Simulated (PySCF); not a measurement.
# C3H6BrF, SMILES `CCC(F)Br`: electronic structure

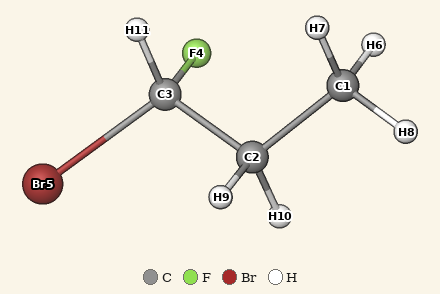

The molecule, with its atoms numbered as below. No frequency check shows the geometry to be a minimum.

Coordinates in Å:

```
C1       2.8866   -0.4002    0.1037
C2       1.4412   -0.7079   -0.2732
C3       0.5019    0.3119    0.3388
F4       0.7035    1.5418   -0.1904
Br5     -1.3753   -0.1754   -0.0010
H6       3.1636    0.5953   -0.2352
H7       3.0232   -0.4509    1.1820
H8       3.5519   -1.1213   -0.3628
H9       1.1564   -1.6994    0.0826
H10      1.3236   -0.6837   -1.3591
H11      0.6075    0.3984    1.4260
```

### 1. Bonding charge

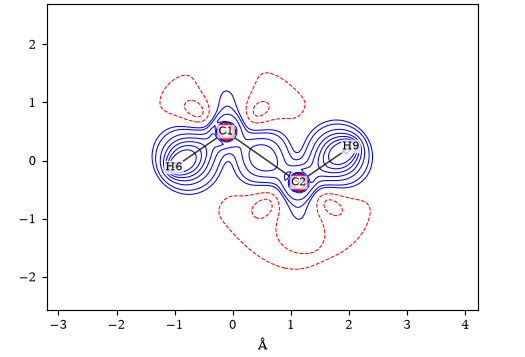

Deformation density (molecule less spherical, spin-averaged free atoms) in the plane of C1, C2, H6 and H9; contours at ±0.05 to ±0.8 e/Å³; solid blue lines: gain, dashed red lines: loss.

Method: BP86/cc-pVDZ; geometry: GFN2-xTB; program: PySCF.

**Describe the bonding that the map shows.**

C2–H9: +0.64 e/Å³ at the bond critical point (bond length 1.09 Å, Mayer order 0.9). C1–H6: +0.64 e/Å³ at the bond critical point (bond length 1.09 Å, Mayer order 1.0). C1–C2: +0.40 e/Å³ at the bond critical point (bond length 1.52 Å, Mayer order 1.1). In all, 2.2 electrons gather in the regions of gain relative to the promolecule.

**Where do the Hirshfeld charges lie?**

The highest Hirshfeld charge is on C3 (+0.09 e), the lowest on C1 (−0.10 e).

| atom | charge (e) |
| --- | --- |
| C1 | −0.10 |
| C2 | −0.07 |
| C3 | +0.09 |
| F4 | −0.06 |
| Br5 | −0.09 |
| H6 | +0.04 |
| H7 | +0.04 |
| H8 | +0.04 |
| H9 | +0.04 |
| H10 | +0.04 |
| H11 | +0.04 |

### 2. Bond critical points

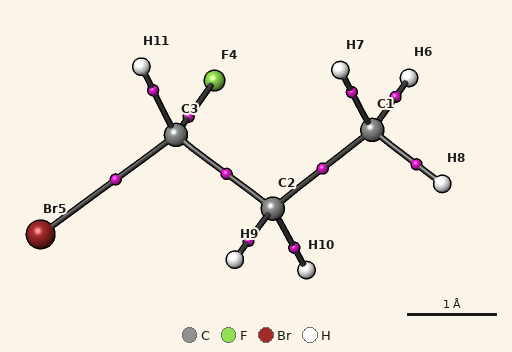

Molecular graph of the electron density (QTAIM): bond paths, bond critical points (magenta), ring points (cyan, if any); weak paths are dashed.

**How many critical points of each kind are there, and does the count close?**

11 nuclei, 10 bond, 0 ring and 0 cage critical points: 11 − 10 + 0 − 0 = 1, as the Poincaré–Hopf relation requires.

**Give the properties at the bond critical points.**

| bond | length (Å) | ρ (a.u.) | ∇²ρ (a.u.) | ε | H (a.u.) |
| --- | --- | --- | --- | --- | --- |
| C3–H11 | 1.096 | 0.284 | −1.09 | 0.03 | −0.307 |
| C1–H6 | 1.087 | 0.274 | −0.98 | 0.01 | −0.291 |
| C2–H9 | 1.091 | 0.274 | −0.98 | 0.01 | −0.289 |
| C1–H8 | 1.086 | 0.274 | −0.98 | 0.01 | −0.290 |
| C2–H10 | 1.092 | 0.273 | −0.98 | 0.01 | −0.288 |
| C1–H7 | 1.088 | 0.273 | −0.96 | 0.01 | −0.288 |
| C3–F4 | 1.354 | 0.253 | −0.14 | 0.14 | −0.350 |
| C2–C3 | 1.515 | 0.252 | −0.54 | 0.03 | −0.201 |
| C1–C2 | 1.525 | 0.238 | −0.49 | 0.00 | −0.183 |
| C3–Br5 | 1.969 | 0.144 | −0.14 | 0.04 | −0.084 |

**What kind of interaction is C3–F4?**

Shared-shell (covalent): ρ = 0.253, ∇²ρ = −0.14, H = −0.350 a.u.

### 3. Local ionisation energy

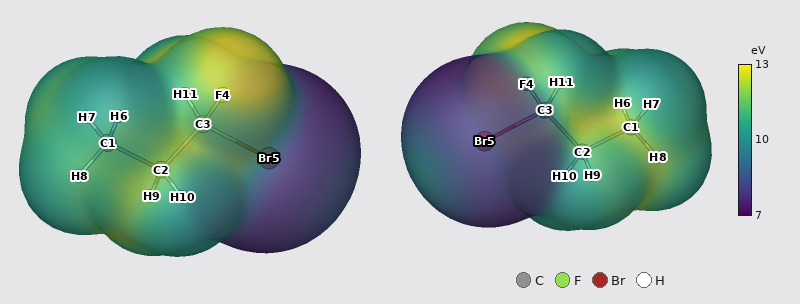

Average local ionisation energy on the surface of electron density 0.001 a.u. (back view left, front view right).

**Locate the minima of the map.**

The lowest value is 7.4 eV, near Br5 (2.26 Å) and H10 (2.43 Å). Further minima include 7.4 eV, 2.2 Å from Br5; 10.1 eV, 1.4 Å from H6; 10.1 eV, 1.4 Å from H7. For comparison, the highest occupied orbital lies at −6.6 eV.

### 4. Removing or adding an electron

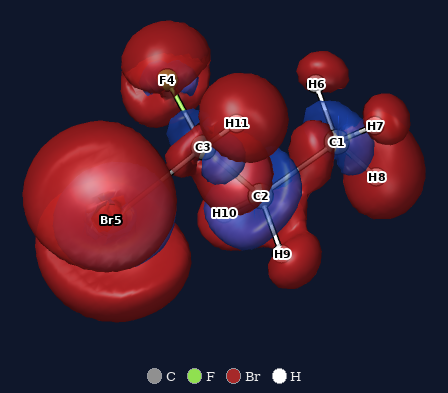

Fukui function f⁻ = ρ(N) − ρ(N−1) at fixed geometry, surfaces at ±0.015 e/Å³ (red positive, blue negative).

Computed with PySCF, LDA (SVWN)/cc-pVDZ, geometry: GFN2-xTB.

**Which atoms respond most to the removal of an electron?**

f⁻ (Hirshfeld-condensed) is largest on Br5 (0.50); the vertical ionisation energy is 10.19 eV. Condensed values hint at sites of electrophilic attack but needn't mark the atom that reacts. Orbital relaxation makes it negative in places (0.14 e in all).

| atom | f⁻ | charge |
| --- | --- | --- |
| C1 | +0.05 | −0.12 |
| C2 | +0.04 | −0.08 |
| C3 | +0.06 | +0.07 |
| F4 | +0.09 | −0.06 |
| Br5 | +0.50 | −0.09 |
| H6 | +0.03 | +0.04 |
| H7 | +0.03 | +0.04 |
| H8 | +0.06 | +0.05 |
| H9 | +0.03 | +0.05 |
| H10 | +0.04 | +0.04 |
| H11 | +0.07 | +0.05 |
